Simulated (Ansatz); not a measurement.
# doublet GaSiH7O+ at 6 levels

Aim: a comparison of 6 runs (UHF/3-21G, U-r2SCAN/6-31G*, USVWN5/6-31G*, RPA@PBE0/6-31G*, UMP2/6-31G*, UCCSD(T)/6-31G*) of doublet GaSiH7O+. 

The results are computed with Ansatz 0.2.0.

67 further runs of the same task are left out: 1 that didn't finish, 66 set aside as unsound or not needed.

**1. The structure to begin with**

GaSiH7O+: 10 atoms, total charge +1, spin state doublet. As SMILES of the parent species, `[SiH3][OH+][GaH3-]`. The coordinates come from a PBE0-D4/def2-TZVP relaxation. That shape belongs to the parent species and isn't relaxed for this state.

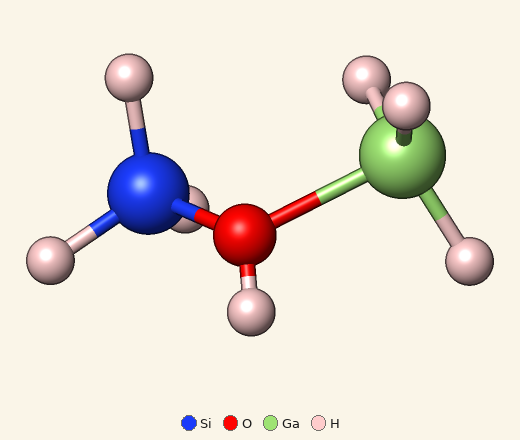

Viewed from a chosen angle; silicon blue, oxygen red, gallium green, hydrogen pink.

**2. A single-point energy at UHF/3-21G (run 1)**

The input, in.yaml:

```yaml
crystal:
  periodic: [false, false, false]
  atoms:
    - {symbol: Si, position_ang: [-0.484700, 0.680100, -1.289300]}
    - {symbol: O, position_ang: [-0.772200, -0.233700, 0.097500]}
    - {symbol: Ga, position_ang: [0.882100, -0.551000, 1.475200]}
    - {symbol: H, position_ang: [-1.767100, 0.740000, -2.035000]}
    - {symbol: H, position_ang: [0.556000, 0.040700, -2.124900]}
    - {symbol: H, position_ang: [-0.069600, 2.013200, -0.814500]}
    - {symbol: H, position_ang: [-1.323900, -1.014800, 0.010100]}
    - {symbol: H, position_ang: [0.306600, 0.146600, 2.760300]}
    - {symbol: H, position_ang: [1.885600, 0.253500, 0.552600]}
    - {symbol: H, position_ang: [0.870300, -2.125600, 1.370900]}
basis:
  gaussian:
    orbitals: 3-21G-spherical.json
total_charge: 1
magnetization:
  spin_polarized: true
  initial_magnetization: 1
hamiltonian:
  xc: hf
accuracy: high
output: {orbitals: {seedname: orbitals}}
```

The basis set 3-21G is read from a file made from the Basis Set Exchange's data (not shown).

Command:

```
ansatz run in.yaml --threads 1 --pin off --max-ram 3480MiB --events-out events.jsonl --progress --plain --runs-dir runs
```

What it wrote:

```text
Warning: RAYON_NUM_THREADS=1 ignored (pool sized by the plan → 1); use --threads N
Functional definition: HF
  name "HF"
  exchange = exact_x
  correlation = 0
1197 factors; integrals over basis functions are off by at most 5.3e-9 eV
mean field evaluation 1: about -62020.5932 eV, gradient 3.4e1 eV
mean field evaluation 2: about -62020.9126 eV, gradient 3.4e1 eV
mean field evaluation 4: about -62025.4406 eV, gradient 2.5e0 eV
mean field evaluation 8: about -62025.5801 eV, gradient 3.0e-1 eV
mean field evaluation 16: about -62025.5899 eV, gradient 9.5e-2 eV
mean field evaluation 32: about -62025.6041 eV, gradient 1.1e-7 eV
mean field evaluation 64: about -62025.5093 eV, gradient 1.6e-1 eV
mean field evaluation 96: about -62025.3361 eV, gradient 1.9e0 eV
mean field evaluation 128: about -62025.4968 eV, gradient 1.4e-1 eV
mean field -62025.60411931 eV, -2279.3989089203 hartree, gradient 2.1e-8 eV, S^2 0.775009; 2 other end points of the search recorded, 0 dependent functions left out
reference -62025.60411931 eV, -2279.3989089203 hartree; 30, 29 occupied and 28, 29 virtual orbitals, 1197 factors
Total energy: -62025.60411931 eV, -2279.3989089203 hartree
```

It took 4.8 s on 1 thread of Arm Neoverse V1, shared host; peak memory 0.2 GiB.

**3. The energy at U-r2SCAN/6-31G(d) (spherical functions) (run 2)**

The input, molecule.yaml:

```yaml
crystal:
  periodic: [false, false, false]
  atoms:
    - {symbol: Si, position_ang: [-0.484700, 0.680100, -1.289300]}
    - {symbol: O, position_ang: [-0.772200, -0.233700, 0.097500]}
    - {symbol: Ga, position_ang: [0.882100, -0.551000, 1.475200]}
    - {symbol: H, position_ang: [-1.767100, 0.740000, -2.035000]}
    - {symbol: H, position_ang: [0.556000, 0.040700, -2.124900]}
    - {symbol: H, position_ang: [-0.069600, 2.013200, -0.814500]}
    - {symbol: H, position_ang: [-1.323900, -1.014800, 0.010100]}
    - {symbol: H, position_ang: [0.306600, 0.146600, 2.760300]}
    - {symbol: H, position_ang: [1.885600, 0.253500, 0.552600]}
    - {symbol: H, position_ang: [0.870300, -2.125600, 1.370900]}
basis:
  gaussian: {orbitals: 6-31G_st_-spherical.json}
total_charge: 1
magnetization: {spin_polarized: true, initial_magnetization: 1}
hamiltonian: {xc: {name: r2SCAN}}
accuracy: high
output: {orbitals: {seedname: orbitals}}
```

The basis set 6-31G* is read from a file made from the Basis Set Exchange's data (not shown).

Command:

```
ansatz run molecule.yaml --threads 1 --pin off --max-ram 3480MiB --events-out events.jsonl --progress --plain --runs-dir runs
```

What it wrote:

```text
Warning: RAYON_NUM_THREADS=1 ignored (pool sized by the plan → 1); use --threads N
Functional definition: r2SCAN
  name "r2SCAN"
  parameter k0 = 0.174
  parameter k1 = 0.065
  parameter a1 = 4.9479
  exchange = r2scan_x(k0 = k0, k1 = k1, a1 = a1)
  correlation = r2scan_c
1779 factors; integrals over basis functions are off by at most 4.7e-9 eV
mean field evaluation 1: about -62384.8300 eV, gradient 5.6e1 eV
mean field evaluation 2: about -62280.3949 eV, gradient 1.3e2 eV
mean field evaluation 4: about -62394.0048 eV, gradient 1.5e1 eV
mean field evaluation 8: about -62396.2922 eV, gradient 3.1e0 eV
mean field evaluation 16: about -62396.4374 eV, gradient 1.1e-1 eV
mean field evaluation 32: about -62396.0987 eV, gradient 4.2e0 eV
mean field -62396.43833315 eV, -2293.0268149183 hartree, gradient 1.5e-8 eV, S^2 0.760360; 5 other end points of the search recorded, 0 dependent functions left out
reference -62396.43833618 eV, -2293.0268150296 hartree; 30, 29 occupied and 48, 49 virtual orbitals, 1779 factors
Total energy: -62396.43833618 eV, -2293.0268150296 hartree
```

Wall time 68 s (1 thread of Arm Neoverse V1, shared host); peak memory 0.45 GiB.

**4. The energy at USVWN5/6-31G(d) (spherical functions) (run 3)**

The input, input.yaml:

```yaml
crystal:
  periodic: [false, false, false]
  atoms:
    - {symbol: Si, position_ang: [-0.484700, 0.680100, -1.289300]}
    - {symbol: O, position_ang: [-0.772200, -0.233700, 0.097500]}
    - {symbol: Ga, position_ang: [0.882100, -0.551000, 1.475200]}
    - {symbol: H, position_ang: [-1.767100, 0.740000, -2.035000]}
    - {symbol: H, position_ang: [0.556000, 0.040700, -2.124900]}
    - {symbol: H, position_ang: [-0.069600, 2.013200, -0.814500]}
    - {symbol: H, position_ang: [-1.323900, -1.014800, 0.010100]}
    - {symbol: H, position_ang: [0.306600, 0.146600, 2.760300]}
    - {symbol: H, position_ang: [1.885600, 0.253500, 0.552600]}
    - {symbol: H, position_ang: [0.870300, -2.125600, 1.370900]}
basis:
  gaussian: {orbitals: 6-31G_st_-spherical.json}
total_charge: 1
magnetization: {spin_polarized: true, initial_magnetization: 1}
hamiltonian: {xc: {name: SVWN5}}
accuracy: high
output: {orbitals: {seedname: orbitals}}
```

The basis set 6-31G* is read from a file made from the Basis Set Exchange's data (not shown).

Command:

```
ansatz run input.yaml --threads 1 --pin off --max-ram 3480MiB --events-out events.jsonl --progress --plain --runs-dir runs
```

What it wrote:

```text
Warning: RAYON_NUM_THREADS=1 ignored (pool sized by the plan → 1); use --threads N
Functional definition: SVWN5
  name "SVWN5"
  exchange = slater_x
  correlation = vwn5_c
1779 factors; integrals over basis functions are off by at most 4.7e-9 eV
mean field evaluation 1: about -62254.2476 eV, gradient 6.2e1 eV
mean field evaluation 2: about -62118.7100 eV, gradient 1.4e2 eV
mean field evaluation 4: about -62265.6811 eV, gradient 1.8e1 eV
mean field evaluation 8: about -62268.1667 eV, gradient 5.1e0 eV
mean field evaluation 16: about -62268.5678 eV, gradient 4.5e-1 eV
mean field evaluation 32: about -62268.4774 eV, gradient 3.5e-1 eV
mean field evaluation 64: about -62268.3943 eV, gradient 2.2e0 eV
mean field -62268.58125259 eV, -2288.3281538722 hartree, gradient 1.6e-8 eV, S^2 0.752693; 7 other end points of the search recorded, 0 dependent functions left out
reference -62268.58125779 eV, -2288.3281540633 hartree; 30, 29 occupied and 48, 49 virtual orbitals, 1779 factors
Total energy: -62268.58125779 eV, -2288.3281540633 hartree
```

It took 16 s on 1 thread of Arm Neoverse V1, shared host; peak memory 0.24 GiB.

Runs 4 to 5 aren't shown in full; the table further down has their settings and results.

**5. A single-point energy at UCCSD(T)/6-31G(d) (spherical functions) (run 6)**

The input, molecule.yaml:

```yaml
crystal:
  periodic: [false, false, false]
  atoms:
    - symbol: Si
      position_ang: [-0.484700, 0.680100, -1.289300]
    - symbol: O
      position_ang: [-0.772200, -0.233700, 0.097500]
    - symbol: Ga
      position_ang: [0.882100, -0.551000, 1.475200]
    - symbol: H
      position_ang: [-1.767100, 0.740000, -2.035000]
    - symbol: H
      position_ang: [0.556000, 0.040700, -2.124900]
    - symbol: H
      position_ang: [-0.069600, 2.013200, -0.814500]
    - symbol: H
      position_ang: [-1.323900, -1.014800, 0.010100]
    - symbol: H
      position_ang: [0.306600, 0.146600, 2.760300]
    - symbol: H
      position_ang: [1.885600, 0.253500, 0.552600]
    - symbol: H
      position_ang: [0.870300, -2.125600, 1.370900]
basis:
  gaussian: {orbitals: 6-31G_st_-spherical.json}
accuracy: high
magnetization: {spin_polarized: true, initial_magnetization: 1}
total_charge: 1
scf: {omitted_lower_state_checks: [cluster_reference, increment]}
correlation: {method: ccsd_t, frozen_orbitals: {Ga: 9, H: 0, O: 1, Si: 5}}
```

The basis set 6-31G* is read from a file made from the Basis Set Exchange's data (not shown).

Command:

```
ansatz run molecule.yaml --threads 1 --pin off --max-ram 3480MiB --events-out events.jsonl --progress --plain --runs-dir runs
```

What it wrote:

```text
Warning: RAYON_NUM_THREADS=1 ignored (pool sized by the plan → 1); use --threads N
[... 14 lines left out ...]
15 core orbitals not correlated: weight in the atoms' cores, before any rotation towards them, 1.000 or more for the frozen orbitals, at most 0.000 for the correlated occupied ones
[... 41 lines left out ...]
Total energy: -62341.06649926 eV, -2290.9919375551 hartree
Checks for a lower state left out: cluster_reference, increment
```

Wall time 76 s (1 thread of Arm Neoverse V1, shared host); peak memory 0.61 GiB.

**6. Overview of the runs**

| run | level | frozen core orbitals | energy (Eh) | ⟨S²⟩ | wall time |
| --- | --- | --- | --- | --- | --- |
| 1 | UHF/3-21G | – | -2279.398909 | 0.775 | 4.8 s |
| 2 | U-r2SCAN/6-31G* (spherical functions) | – | -2293.026815 | 0.760 | 68 s |
| 3 | USVWN5/6-31G* (spherical functions) | – | -2288.328154 | 0.753 | 16 s |
| 4 | RPA@PBE0/6-31G* (spherical functions) | 15 | -2291.144080 | 0.761 | 63 s |
| 5 | UMP2/6-31G* (spherical functions) | 15 | -2290.957242 | 0.776 | 11 s |
| 6 | UCCSD(T)/6-31G* (spherical functions) | 15 | -2290.991938 | 0.776 | 76 s |

**7. What came out**

| quantity | value |
| --- | --- |
| run 6: total energy | -2290.99194 Eh |
| run 6: correlation energy (15 core orbitals frozen) | -528.9 mEh |
| run 6: (T) correction | -10.85 mEh |
| run 6: ⟨S²⟩ of the reference determinant | 0.776 |
| run 6: T1 diagnostic | 0.022 |

**Reading.** Totals of different functionals can't be ranked against each other. All runs together took 4 min, the longest 76 s.
